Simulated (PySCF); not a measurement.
# C3H9ClSi2: a tour of settings

Which settings matter for C3H9ClSi2 (`[SiH3]/C=C/[SiH2]CCl`)?

Computed with PySCF 2.14.0, with density-fitted response routines of our own, on a single molecule in the gas phase. Atoms count from 0, in the outputs and in this text.

**1. The molecule as given**

15 atoms, charge 0, multiplicity 1; geometry from: GFN2-xTB.

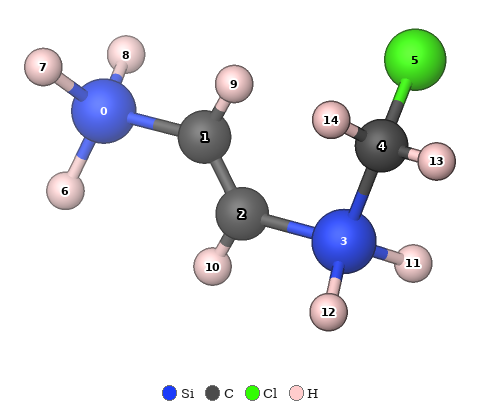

As it starts; silicon blue, carbon dark grey, chlorine green, hydrogen pink, atoms numbered; sticks join atoms by distance.

**2. NMR shieldings: PBE0/pcSseg-1**

Job settings and geometry (Å):

```
{"job": {"kind": "nmr", "xc": "PBE0", "basis": "pcSseg-1"}, "charge": 0, "multiplicity": 1}
Si     2.884721     0.301417    -0.428449
C      1.006154     0.225416    -0.313460
C      0.279488    -0.890983    -0.264719
Si    -1.591605    -1.005943    -0.110864
C     -2.380011     0.733746    -0.238957
Cl    -1.933902     1.716436     1.185451
H      3.413308    -1.040980    -0.676896
H      3.251880     1.195797    -1.529885
H      3.417473     0.828122     0.830402
H      0.487684     1.176157    -0.264020
H      0.804216    -1.840010    -0.307531
H     -1.978596    -1.581917     1.179622
H     -2.150884    -1.790518    -1.220453
H     -3.466478     0.694281    -0.253361
H     -2.047860     1.286965    -1.114446
```

Level: GIAO PBE0/pcSseg-1 NMR shielding, non-relativistic, gas phase.

The run is started by

```
> OMP_NUM_THREADS=1 python probes_run.py task.json out
```

One launch serves the whole session: the jobs run in the order shown.

Log:

```text
coarse grid: 13712 points
cycle   1  E = -1158.2219721189  dE =  2.409e-01  |g| = 3.334e-01  |ddm| = 3.420e+00
cycle   2  E = -1158.2187401024  dE =  3.232e-03  |g| = 3.524e-01  |ddm| = 7.038e-01
cycle   3  E = -1158.2520782487  dE = -3.334e-02  |g| = 4.276e-02  |ddm| = 4.004e-01
cycle   4  E = -1158.2525188602  dE = -4.406e-04  |g| = 1.850e-02  |ddm| = 5.857e-02
cycle   5  E = -1158.2525891263  dE = -7.027e-05  |g| = 7.779e-03  |ddm| = 1.995e-02
cycle   6  E = -1158.2526040202  dE = -1.489e-05  |g| = 2.105e-03  |ddm| = 7.884e-03
cycle   7  E = -1158.2526050893  dE = -1.069e-06  |g| = 5.126e-04  |ddm| = 2.199e-03
final grid: 117576 points
cycle   8  E = -1158.2865510176  dE = -2.366e-05  |g| = 6.679e-03  |ddm| = 2.036e-02
cycle   9  E = -1158.2865453885  dE =  5.629e-06  |g| = 7.849e-03  |ddm| = 1.221e-02
cycle  10  E = -1158.2865615704  dE = -1.618e-05  |g| = 9.011e-04  |ddm| = 7.233e-03
cycle  11  E = -1158.2865617244  dE = -1.540e-07  |g| = 2.608e-04  |ddm| = 1.029e-03
cycle  12  E = -1158.2865617411  dE = -1.662e-08  |g| = 7.323e-05  |ddm| = 2.629e-04
cycle  13  E = -1158.2865617423  dE = -1.214e-09  |g| = 2.690e-05  |ddm| = 8.566e-05
cycle  14  E = -1158.2865617425  dE = -1.871e-10  |g| = 6.382e-06  |ddm| = 2.911e-05
converged SCF energy = -1158.2865617425

GIAO shielding tensors (ppm)
atom      isotropic    diamagn.    paramagn.     s11        s22        s33       span
  0 Si     419.896     879.604    -459.708    371.508    422.525    465.656     94.148
  1 C       30.337     258.990    -228.654    -94.652      6.429    179.233    273.885
  2 C       35.842     259.289    -223.447    -84.852     26.353    166.025    250.877
  3 Si     398.960     880.017    -481.057    360.346    398.367    438.166     77.820
  4 C      157.569     252.839     -95.270    135.562    142.336    194.810     59.248
  5 Cl     917.337    1147.920    -230.582    807.719    858.509   1085.784    278.066
  6 H       27.693      28.529      -0.837     24.649     26.595     31.834      7.186
  7 H       27.430      28.151      -0.721     24.306     25.840     32.144      7.839
  8 H       27.376      28.234      -0.859     24.393     25.776     31.959      7.566
  9 H       24.297      34.240      -9.943     20.063     22.568     30.261     10.199
 10 H       24.774      32.244      -7.470     22.366     23.747     28.209      5.842
 11 H       27.231      28.602      -1.371     23.860     25.765     32.068      8.208
 12 H       27.216      28.702      -1.486     23.699     25.189     32.761      9.061
 13 H       28.566      28.472       0.095     22.371     27.169     36.158     13.787
 14 H       28.499      31.247      -2.748     24.029     26.840     34.628     10.599
```

Wall time 25 s (1 thread of Arm Neoverse V2, shared host); peak memory 0.75 GiB.

Shifts follow as δ = σ(reference) − σ, with reference shieldings (ppm) from runs at the same level and on the same kind of geometry: 1H TMS 31.72, 13C TMS 186.9, 29Si TMS 349.2, 35Cl HCl 950. The references are single molecules in the gas phase. Atoms listed in one row are averaged.

```tsv
atoms	environment	σ (ppm)	δ (ppm)	δ scaled to CDCl3
C1	alkene CH	30.3	156.6	150.9
C2	alkene CH	35.8	151.1	145.5
C4	sp3 CH2 bonded to Cl and Si	157.6	29.4	26.7
H9	hydrogen on an alkene CH	24.30	7.42	7.10
H10	hydrogen on an alkene CH	24.77	6.94	6.65
H11, H12	hydrogen on a silicon bonded to 2 C	27.22	4.49	–
H6, H7, H8	hydrogen on a silicon bonded to C	27.50	4.22	–
H13, H14	hydrogen on an sp3 CH2 bonded to Cl and Si	28.53	3.18	3.11
Si3	silicon bonded to 2 C, 2 H	399.0	-49.8	–
Si0	silicon bonded to C, 3 H	419.9	-70.7	–
Cl5	chlorine bonded to C	917	32	–
```

The scaled column applies a straight-line fit of computed shieldings to shifts measured in CDCl3, with any fitted terms for Cl, Br or S neighbours (root-mean-square error 0.16 ppm for H, 1.9 ppm for C).

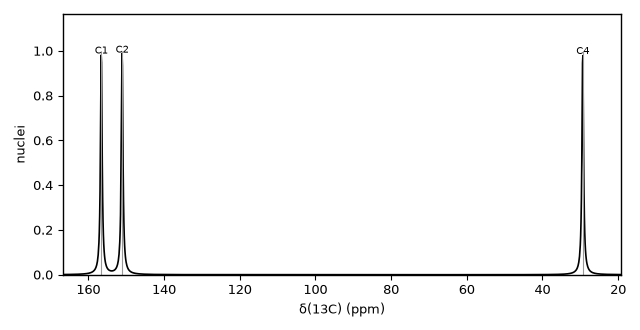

13C lines at the computed shifts, without couplings. Lines are broadened to a width of 0.51 ppm (Lorentzian).

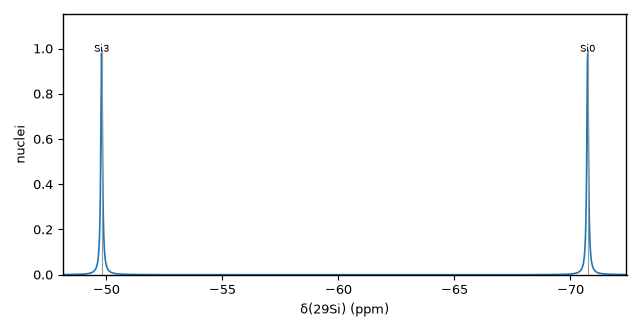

29Si lines at the computed shifts, without couplings. Lines are broadened to a width of 0.08 ppm (Lorentzian).

The run also stored atomic charges by several schemes (e):

```tsv
atoms	Mulliken	IAO	Hirshfeld	ESP fit
Si0	0.55	0.61	0.32	0.36
C1	-0.40	-0.39	-0.13	-0.20
C2	-0.41	-0.41	-0.13	-0.34
Si3	0.74	0.77	0.34	0.53
C4	-0.52	-0.53	-0.12	-0.47
Cl5	-0.17	-0.10	-0.06	-0.13
```

Hirshfeld charges:

Si0 0.32; C1 -0.13; C2 -0.13; Si3 0.34; C4 -0.12; Cl5 -0.06; H6 -0.07; H7 -0.08; H8 -0.07; H9 0.03; H10 0.04; H11 -0.07; H12 -0.08; H13 0.05; H14 0.05

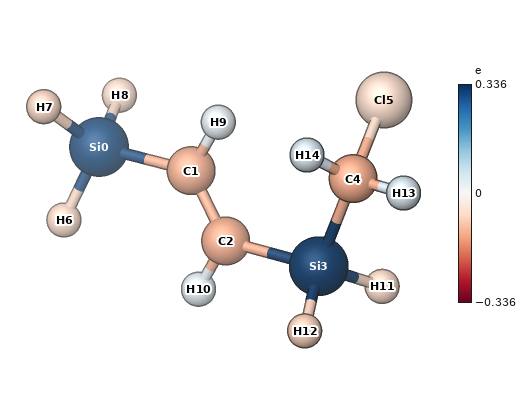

Hirshfeld charges, as colours on the atoms.

Mayer bond orders: Si0–C1 0.89, C1–C2 1.94, C2–Si3 0.90, Si3–C4 0.86, C4–Cl5 0.95.

The fields below are evaluated on a grid from the run's orbitals.

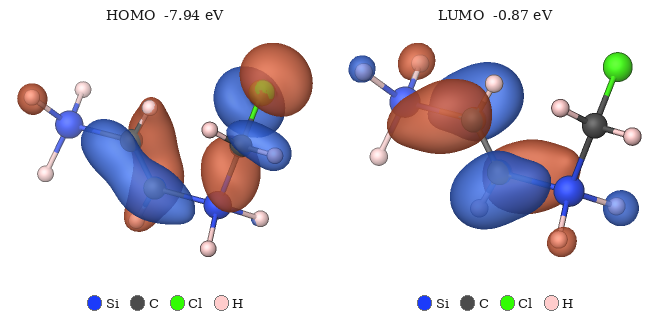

Frontier orbitals at PBE0/pcSseg-1; each surface holds 70 % of the orbital's density, blue and red mark the sign.

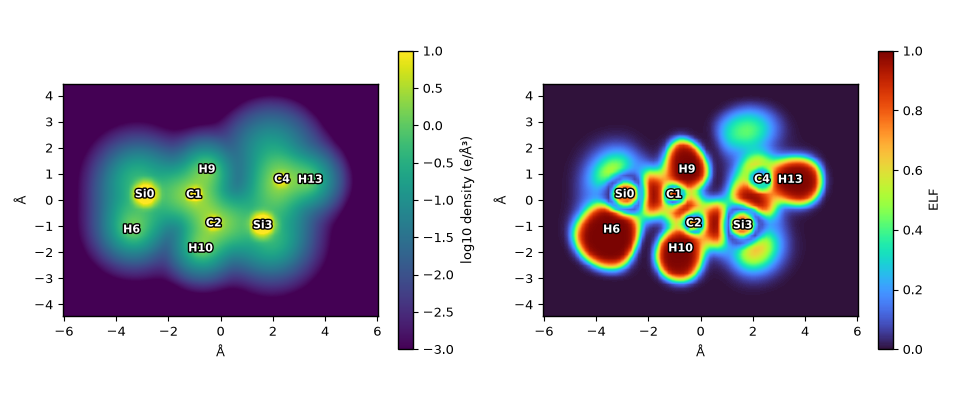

Density (left) and ELF (right) in a plane through or near 9 of the atoms.

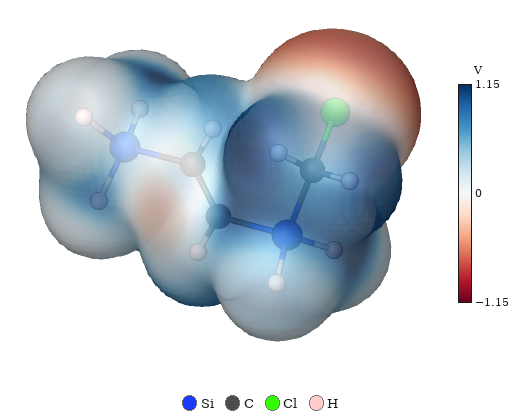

The potential that a unit positive charge feels on the 0.002 e/bohr³ surface, from -0.71 V near Cl5 to 1.15 V near H11.

**3. Excited states and response: PBE0/def2-SVPD**

Settings changed since step 2:

```diff
@@ -1,2 +1,2 @@
-{"job": {"kind": "nmr", "xc": "PBE0", "basis": "pcSseg-1"}, "charge": 0, "multiplicity": 1}
+{"job": {"kind": "uv", "xc": "PBE0", "basis": "def2-SVPD", "nstates": 6, "ntriplets": 2}, "charge": 0, "multiplicity": 1}
 Si     2.884721     0.301417    -0.428449
```

Level: TDDFT PBE0/def2-SVPD, vertical, gas phase, core orbitals frozen in the response.

Log:

```text
coarse grid: 13712 points
cycle   1  E = -1157.7821501859  dE =  2.026e-01  |g| = 3.112e-01  |ddm| = 4.733e+00
cycle   2  E = -1157.7782690943  dE =  3.881e-03  |g| = 3.302e-01  |ddm| = 1.037e+00
cycle   3  E = -1157.8097288777  dE = -3.146e-02  |g| = 4.232e-02  |ddm| = 5.103e-01
cycle   4  E = -1157.8102025217  dE = -4.736e-04  |g| = 1.786e-02  |ddm| = 8.538e-02
cycle   5  E = -1157.8102753200  dE = -7.280e-05  |g| = 7.486e-03  |ddm| = 3.112e-02
cycle   6  E = -1157.8102900699  dE = -1.475e-05  |g| = 1.524e-03  |ddm| = 1.096e-02
cycle   7  E = -1157.8102906793  dE = -6.094e-07  |g| = 4.723e-04  |ddm| = 3.006e-03
final grid: 117576 points
cycle   8  E = -1157.9448619494  dE = -1.987e-05  |g| = 6.060e-03  |ddm| = 7.656e-02
cycle   9  E = -1157.9448562284  dE =  5.721e-06  |g| = 7.572e-03  |ddm| = 1.748e-02
cycle  10  E = -1157.9448720018  dE = -1.577e-05  |g| = 6.717e-04  |ddm| = 9.848e-03
cycle  11  E = -1157.9448721208  dE = -1.190e-07  |g| = 1.839e-04  |ddm| = 1.300e-03
cycle  12  E = -1157.9448721289  dE = -8.047e-09  |g| = 7.071e-05  |ddm| = 3.182e-04
cycle  13  E = -1157.9448721301  dE = -1.200e-09  |g| = 2.526e-05  |ddm| = 1.226e-04
cycle  14  E = -1157.9448721303  dE = -1.869e-10  |g| = 6.081e-06  |ddm| = 4.359e-05
converged SCF energy = -1157.9448721303

Static polarisability (au): isotropic 106.196, principal 85.044 103.770 129.773

Singlet excitations
state   eV       nm        f      main configurations
  1   5.7120    217.1   0.00123   H->L 0.44, H-2->L 0.32, H-1->L 0.16
  2   6.2230    199.2   0.00434   H-2->L 0.54, H->L 0.26, H-1->L 0.14
  3   6.5845    188.3   0.26088   H-1->L 0.43, H->L+1 0.20, H->L 0.19
  4   6.6695    185.9   0.07971   H->L+1 0.43, H-1->L+1 0.14, H-1->L 0.10
  5   6.8503    181.0   0.18014   H-3->L 0.68, H-1->L 0.12, H-2->L 0.11
  6   7.0024    177.1   0.00544   H-1->L+1 0.33, H->L+1 0.23, H-2->L+1 0.22

Triplet excitations (Tamm-Dancoff, eV): 4.0716 5.1224
```

It took 36 s on 1 thread of Arm Neoverse V2, shared host; peak memory 0.85 GiB.

Frontier orbitals and where they lie:

```tsv
orbital	eV	atoms
HOMO−3	-8.76	Cl5 54 %, C4 9 %, C1 7 %
HOMO−2	-8.38	Cl5 32 %, C1 14 %, C2 11 %
HOMO−1	-8.13	C2 22 %, Cl5 20 %, C1 20 %
HOMO	-7.95	Cl5 32 %, C2 18 %, C1 16 %
LUMO	-0.94	C1 33 %, C2 32 %, Si3 9 %
LUMO+1	0.08	Cl5 31 %, Si3 19 %, C4 18 %
LUMO+2	0.34	Si0 22 %, Cl5 17 %, Si3 12 %
```

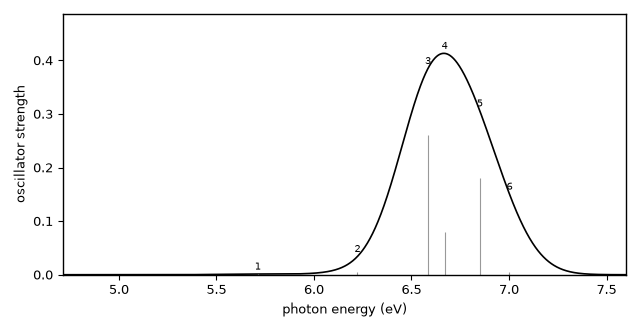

Absorption spectrum from the 6 singlet states computed; above the last one it falls off for lack of states. Lines are broadened to a width of 0.40 eV (Gaussian).

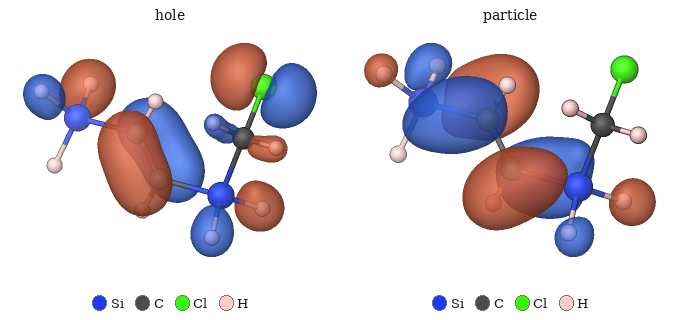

Leading natural transition orbitals of singlet state 3: the electron leaves the hole (left) for the particle orbital (right).

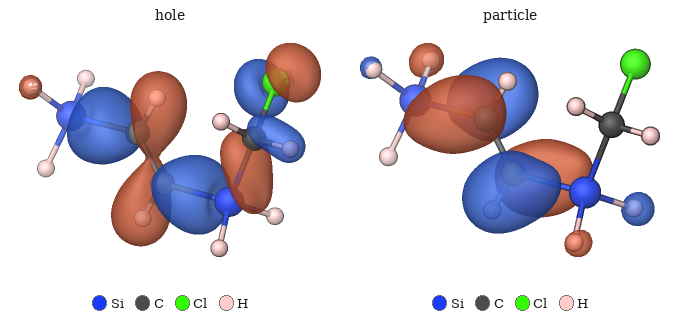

Leading natural transition orbitals of singlet state 1: the electron leaves the hole (left) for the particle orbital (right).

Ground-state properties from the same run:

```tsv
property	computed
dipole moment (D)	1.63
polarisability (Å³)	15.74
HOMO–LUMO gap (eV)	7.02
−ε(HOMO) (eV)	7.95
```

(Part 1 of 2 ends here.)
